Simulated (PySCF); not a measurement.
# Two runs on C4H5ClOSi

System: C4H5ClOSi, SMILES C=C([SiH3])C(Cl)=C=O.
Method of run 1: GIAO PBE0/6-31G* NMR shielding, non-relativistic, gas phase (PySCF 2.14.0).

The geometry comes from this level: PBE0-D3(BJ)/def2-SVP. Text and figures count atoms from 1; the logs count them from 0 in places.

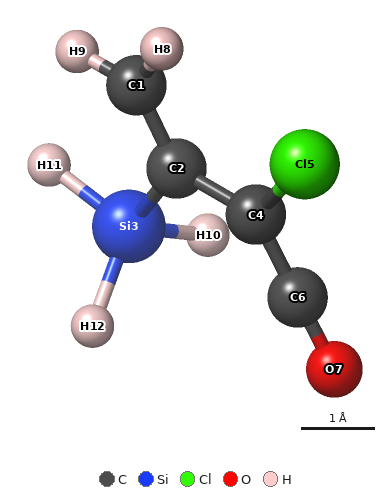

Fig. 1: The structure as given in the input (ball-and-stick view, seen at a tilt; atoms are numbered from 1 in the order of the input).

Input file, run 1:
```
{"job": {"kind": "nmr", "xc": "PBE0", "basis": "6-31G*", "pop": true}, "charge": 0, "multiplicity": 1}
C      0.496933    -1.828711     0.058964
C      0.748694    -0.506122     0.084068
Si    -0.674923     0.700181    -0.196540
C      2.086931     0.016044     0.328140
Cl     3.448463    -1.039366     0.618359
C      2.403365     1.310383     0.346323
O      2.684926     2.434181     0.366321
H      1.288443    -2.567588     0.220629
H     -0.511664    -2.205333    -0.122511
H     -0.834301     1.598173     0.988112
H     -1.919144    -0.089775    -0.415328
H     -0.397138     1.563998    -1.385002
```

The first line tells a small driver script what to run in PySCF; the rest is the geometry in Å.

Command:
```bash
OMP_NUM_THREADS=1 python <driver script> task.json out
```

Hardware: 1 CPU thread, shared host.

Output (run 1):
```
coarse grid: 11784 points
cycle   1  E = -979.6571653957  dE =  9.820e-01  |g| = 6.914e-01  |ddm| = 3.670e+00
cycle   2  E = -979.2954379241  dE =  3.617e-01  |g| = 1.533e+00  |ddm| = 1.663e+00
cycle   3  E = -979.7526062595  dE = -4.572e-01  |g| = 1.819e-01  |ddm| = 1.173e+00
cycle   4  E = -979.7601054213  dE = -7.499e-03  |g| = 8.431e-02  |ddm| = 2.805e-01
cycle   5  E = -979.7619597057  dE = -1.854e-03  |g| = 1.721e-02  |ddm| = 1.048e-01
cycle   6  E = -979.7620280985  dE = -6.839e-05  |g| = 6.851e-03  |ddm| = 2.274e-02
cycle   7  E = -979.7620390743  dE = -1.098e-05  |g| = 2.074e-03  |ddm| = 7.330e-03
cycle   8  E = -979.7620401215  dE = -1.047e-06  |g| = 6.878e-04  |ddm| = 2.619e-03
final grid: 106576 points
cycle   9  E = -979.6933010424  dE = -1.544e-06  |g| = 1.053e-02  |ddm| = 2.172e-02
cycle  10  E = -979.6932140934  dE =  8.695e-05  |g| = 2.309e-02  |ddm| = 2.542e-02
cycle  11  E = -979.6933243864  dE = -1.103e-04  |g| = 1.644e-03  |ddm| = 1.820e-02
cycle  12  E = -979.6933250357  dE = -6.493e-07  |g| = 2.840e-04  |ddm| = 1.610e-03
cycle  13  E = -979.6933250561  dE = -2.040e-08  |g| = 1.221e-04  |ddm| = 4.827e-04
cycle  14  E = -979.6933250600  dE = -3.885e-09  |g| = 3.753e-05  |ddm| = 1.659e-04
cycle  15  E = -979.6933250604  dE = -3.688e-10  |g| = 8.079e-06  |ddm| = 4.259e-05
converged SCF energy = -979.6933250604

GIAO shielding tensors (ppm)
atom      isotropic    diamagn.    paramagn.     s11        s22        s33       span
  0 C       73.157     257.177    -184.020    -19.033     67.739    170.764    189.796
  1 C       76.075     254.966    -178.891    -22.975     64.462    186.737    209.712
  2 Si     449.480     885.394    -435.914    397.535    459.329    491.576     94.041
  3 C      129.195     258.498    -129.303    104.880    137.089    145.615     40.735
  4 Cl     915.598    1142.013    -226.415    812.028    956.458    978.308    166.280
  5 C       -6.366     262.071    -268.437    -50.621     -9.342     40.864     91.485
  6 O      -76.917     401.232    -478.148   -232.171   -162.365    163.787    395.958
  7 H       26.298      28.972      -2.674     23.506     23.579     31.809      8.303
  8 H       26.618      31.877      -5.259     24.492     24.614     30.748      6.256
  9 H       27.529      31.566      -4.038     24.226     26.212     32.148      7.922
 10 H       27.484      31.341      -3.857     24.057     26.518     31.878      7.821
 11 H       27.534      31.471      -3.937     24.225     26.227     32.148      7.923
```

The input of run 2 differs as follows (lines with − go, lines with + come):
```diff
-"basis": "6-31G*"
+"basis": "cc-pVDZ"
```

How does run 2 compare with run 1?

The total energy of run 2 is 39.6 kcal/mol lower, which measures the change of basis and not a stability. The HOMO goes from −6.36 to −6.41 eV. The dipole moment goes from 1.11 to 0.94 D. Of all shieldings, the largest change is that of Si3, by +27.4 ppm. The number of SCF iterations is the same. The basis functions go from 116 to 131.

Output (run 2):
```
coarse grid: 11784 points
cycle   1  E = -979.6318562965  dE =  1.012e+00  |g| = 6.914e-01  |ddm| = 6.677e+00
cycle   2  E = -979.2542215823  dE =  3.776e-01  |g| = 1.557e+00  |ddm| = 2.668e+00
cycle   3  E = -979.7272063417  dE = -4.730e-01  |g| = 1.789e-01  |ddm| = 1.802e+00
cycle   4  E = -979.7343808404  dE = -7.174e-03  |g| = 8.451e-02  |ddm| = 4.053e-01
cycle   5  E = -979.7362564770  dE = -1.876e-03  |g| = 1.686e-02  |ddm| = 1.470e-01
cycle   6  E = -979.7363218168  dE = -6.534e-05  |g| = 6.921e-03  |ddm| = 3.485e-02
cycle   7  E = -979.7363330867  dE = -1.127e-05  |g| = 2.063e-03  |ddm| = 1.169e-02
cycle   8  E = -979.7363341267  dE = -1.040e-06  |g| = 6.882e-04  |ddm| = 4.008e-03
final grid: 106576 points
cycle   9  E = -979.7563763180  dE = -6.484e-07  |g| = 1.040e-02  |ddm| = 4.888e-02
cycle  10  E = -979.7562906926  dE =  8.563e-05  |g| = 2.290e-02  |ddm| = 4.013e-02
cycle  11  E = -979.7563989977  dE = -1.083e-04  |g| = 1.668e-03  |ddm| = 2.736e-02
cycle  12  E = -979.7563996641  dE = -6.664e-07  |g| = 2.780e-04  |ddm| = 2.901e-03
cycle  13  E = -979.7563996839  dE = -1.981e-08  |g| = 1.185e-04  |ddm| = 6.773e-04
cycle  14  E = -979.7563996876  dE = -3.683e-09  |g| = 3.788e-05  |ddm| = 2.237e-04
cycle  15  E = -979.7563996879  dE = -3.711e-10  |g| = 8.388e-06  |ddm| = 6.961e-05
converged SCF energy = -979.7563996879

GIAO shielding tensors (ppm)
atom      isotropic    diamagn.    paramagn.     s11        s22        s33       span
  0 C       73.064     254.424    -181.360    -22.581     67.679    174.092    196.673
  1 C       71.802     250.178    -178.376    -30.701     57.893    188.216    218.917
  2 Si     476.871     885.932    -409.061    425.849    487.568    517.196     91.348
  3 C      126.924     252.593    -125.669    101.991    134.812    143.967     41.976
  4 Cl     921.383    1143.629    -222.246    833.644    952.083    978.423    144.779
  5 C       -9.476     262.706    -272.183    -56.655    -13.018     41.244     97.899
  6 O      -81.217     400.886    -482.103   -236.045   -168.726    161.119    397.164
  7 H       25.469      29.221      -3.752     22.243     22.920     31.243      8.999
  8 H       25.927      32.222      -6.295     23.673     23.993     30.115      6.442
  9 H       27.114      31.413      -4.299     23.702     25.722     31.917      8.215
 10 H       27.139      31.260      -4.121     23.637     25.881     31.899      8.262
 11 H       27.114      31.316      -4.201     23.696     25.732     31.915      8.218
```

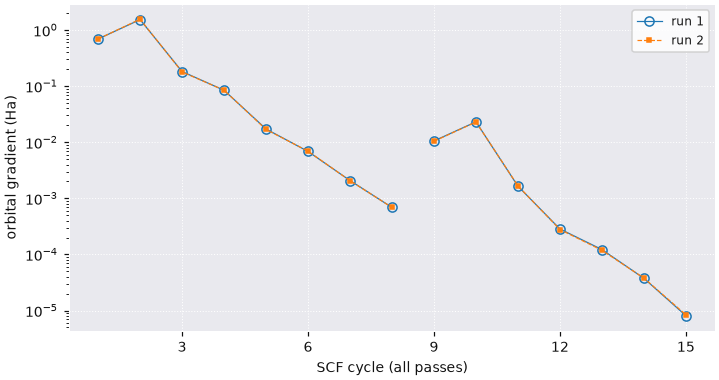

Fig. 2: Convergence of the two runs: orbital gradient against the SCF cycle. A break in a curve parts two SCF passes (coarse and final grid). Run 1 takes 15 cycles in all, and run 2 takes 15.

The two runs side by side:

```tsv
quantity	run 1	run 2
outcome	converged	converged
total energy (hartree)	−979.693325	−979.756400
HOMO (eV)	−6.36	−6.41
LUMO (eV)	−2.03	−2.06
dipole moment (D)	1.11	0.94
shielding of C2 (ppm)	76.1	71.8
shielding of Si3 (ppm)	449.5	476.9
shielding of C4 (ppm)	129.2	126.9
shielding of Cl5 (ppm)	915.6	921.4
shielding of C6 (ppm)	−6.4	−9.5
shielding of O7 (ppm)	−76.9	−81.2
shielding of H8 (ppm)	26.3	25.5
SCF iterations	15	15
basis functions	116	131
wall time (shared host)	13 s	16 s
```
